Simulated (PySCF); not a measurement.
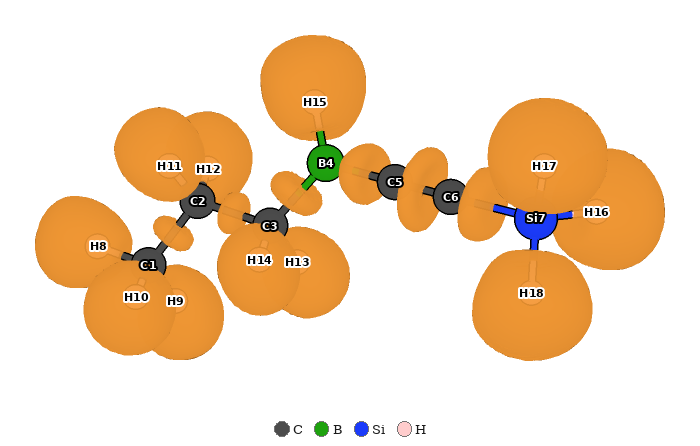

Figure 1: C₅H₁₁BSi (SMILES CCCBC#C[SiH3]). Isosurface of the electron localisation function at 0.85 (orange), seen at a tilt. Only the valence region is drawn (cores and ρ < 0.01 e/Å³ removed).

Geometry: GFN2-xTB.

Level of theory: CAM-B3LYP/def2-SVPD, SCF density, gas phase (PySCF).

Input

```
{"job": {"kind": "uv", "xc": "CAM-B3LYP", "basis": "def2-SVPD", "nstates": 8, "ntriplets": 3}, "charge": 0, "multiplicity": 1}
C     -3.397065    -0.471041    -0.537830
C     -2.364930     0.292935     0.284560
C     -0.933978    -0.002374    -0.171179
B      0.210793     0.765941     0.597983
C      1.644928     0.425604     0.311317
C      2.809232     0.150964     0.093264
Si     4.583098    -0.255053    -0.223324
H     -4.405669    -0.233646    -0.205913
H     -3.315252    -0.212864    -1.592144
H     -3.247639    -1.544695    -0.437370
H     -2.473012     0.020578     1.336839
H     -2.558840     1.364497     0.200932
H     -0.849216     0.242393    -1.236864
H     -0.762268    -1.082672    -0.120942
H     -0.030161     1.604955     1.381610
H      5.161770     0.847808    -0.995960
H      5.263025    -0.396409     1.067100
H      4.656423    -1.510605    -0.977064
```

Command:

```sh
OMP_NUM_THREADS=1 python probes_run.py task.json out
```

> Identify the bonds, lone pairs and shells in this picture.

At this value the surface marks out two regions between bonded B–C atoms (shared pairs), three regions between bonded C–C atoms (shared pairs), one region between bonded C–Si atoms (shared pairs) and eleven regions around hydrogen nuclei.

Values along the shortest contacts:
C–C (1.22 Å): the ELF peaks at about 0.85 between the atoms; a multiple bond. C–B (1.50 Å): the ELF peaks at about 1 between the atoms, as expected for localised, covalent bonding.
